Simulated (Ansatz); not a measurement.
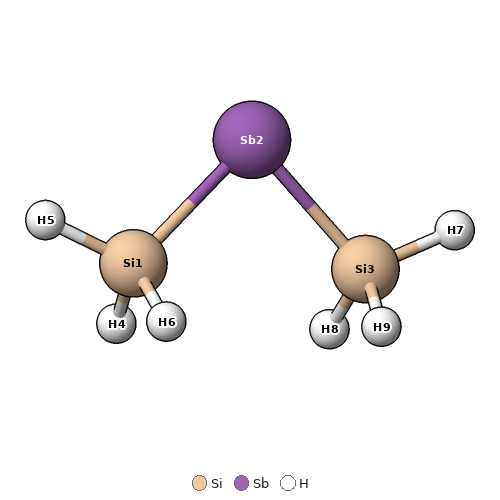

The system is H₆SbSi₂, SMILES [SiH3][Sb][SiH3], spin multiplicity 2; the picture shows the reference structure. Coordinates scanned: (1) angle Si1–Sb2–Si3 (carried through 180); (2) change of the bonds Sb2–Si1, Sb2–Si3, all alike. Nothing is relaxed (all other coordinates rigid). Grid: 11 × 11 points. At 28 points there is no value. Points are written as (first, second). Energies: kJ/mol, counted from the relaxed molecule at the same level. Energies and slopes of some neighbouring points disagree (a jump in structure or state, or too coarse a mesh). In part of the range the unrestricted reference is strongly spin-contaminated. These are results of UKS PBE-D4/def2-SVP (Ansatz), not measurements.

Its coordinates:

```csv
atom,x (Å),y (Å),z (Å)
Si,-0.7845,1.2206,-1.0599
Sb,1.6976,0.5361,-0.7241
Si,0.8841,-1.2054,1.0218
H,-1.6020,0.0420,-1.5242
H,-0.8867,2.3125,-2.0917
H,-1.3763,1.7237,0.2325
H,2.0563,-1.9704,1.5767
H,-0.0732,-2.1838,0.3897
H,0.1732,-0.5216,2.1621
```

Range: angle Si1–Sb2–Si3 (carried through 180) from 70 to 290°; change of the bonds Sb2–Si1, Sb2–Si3, all alike from −0.286 to 0.441 Å.

Predict the map.

Answer. The lowest grid point is at (92°, 0.005 Å), 0.8 kJ/mol from the relaxed molecule at the same level. Other grid points that lie below all their neighbours: (92°, 0.151 Å) (15 kJ/mol higher); (92°, −0.140 Å) (17 kJ/mol higher); (268°, −0.140 Å) (25 kJ/mol higher). The highest grid point, (290°, −0.286 Å), lies 362 kJ/mol above the lowest.

```csv
"second ↓, first →",70,92,114,136,158,180,202,224,246,268,290
0.441,98,93,113,155,213,–,213,156,114,94,121
0.369,77,–,92,–,200,–,201,–,93,–,107
0.296,59,50,73,120,188,232,190,122,74,52,96
0.223,43,–,55,–,178,–,179,–,57,–,90
0.151,31,16,41,93,168,230,170,95,43,19,90
0.078,25,–,31,–,160,–,–,–,33,–,–
0.005,26,1,27,81,155,207,158,83,29,6,116
−0.068,36,–,29,–,154,–,157,–,32,–,148
−0.140,58,18,42,94,160,196,163,98,45,26,196
−0.213,96,–,66,–,175,–,179,–,70,–,265
−0.286,153,88,107,153,205,231,209,157,111,101,363
```

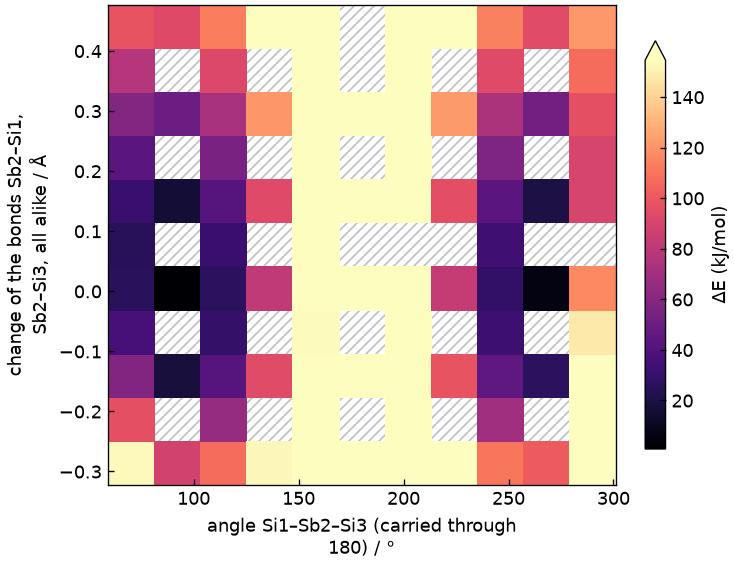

The picture shows one coloured cell a grid point, one colour for all values above the top of the scale, hatched blanks where no value was computed.

Each point was launched as `ansatz run input.yaml --threads 1 --pin off --max-ram 2560MiB --backend cpu --events-out ev --progress --plain --runs-dir out`. Time for the 93 points that were run: 19 min on 1 thread of Arm Neoverse V1 (shared host).
